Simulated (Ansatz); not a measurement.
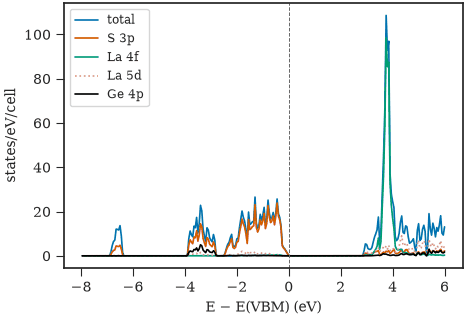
Total and projected density of states of KLaGeS₄ in space group P2_1 (No. 4; Pearson symbol mP14), r²SCAN in the plane-wave PAW code Ansatz

Question: Which orbitals carry the states next to the gap?

Answer: Top 1 eV of the valence band: S 3p 91 %. Bottom 1 eV of the conduction band: La 4f 76 %, La 5d 10 %, S 3p 5 %. Projections are on Löwdin-orthogonalised atomic valence shells; empty p or d shells of many metals are not among them.

Question: Where is the tallest occupied peak in this window, and what makes it?

Answer: Near -1.3 eV, about 27 states/eV per cell; the largest projected share is S 3p.

The first step of the workflow began from a Materials Project structure, measured or hypothetical; the Crystallography Open Database copy checked does not list it. Its standing as an ambient phase is unchecked. Symmetry was held in the r²SCAN relaxation; whether a distortion lowers the energy is not shown. Scalar-relativistic: spin–orbit coupling is off unless named, which matters more the heavier the elements.

Potentials: the later of the program's two PAW sets.
